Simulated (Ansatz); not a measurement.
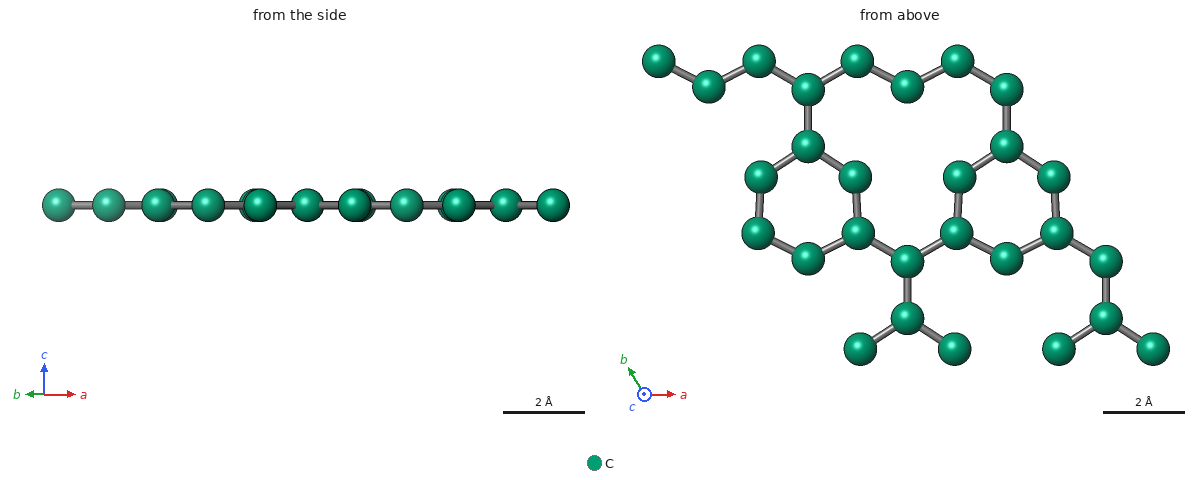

A ball-and-stick picture of a periodic sheet, seen from the side and from above. The surface normal points up in side views; the vacuum is left out. 2×2 cells are drawn in the plane, with atoms at the edges repeated.

The cell holds 7 C.

Q: Read the thickness off the scale bar.

A: About 0.0 Å from the lowest to the highest atom.

Q: Describe the bonded network.

A: C takes three kinds of site: three a cell with three C in a distorted trigonal planar arrangement at about 1.4 Å; three a cell with two C in a bent arrangement at about 1.4 Å; one a cell with three C in a trigonal planar arrangement at about 1.4 Å. The bonds build C layers parallel to the surface.

It derives from a structure type filled with this element by a generator (whether the element takes this form wasn't checked). Atoms and cell were optimised with Ansatz, DFT PBE, scalar-relativistic, plane waves, PAW.
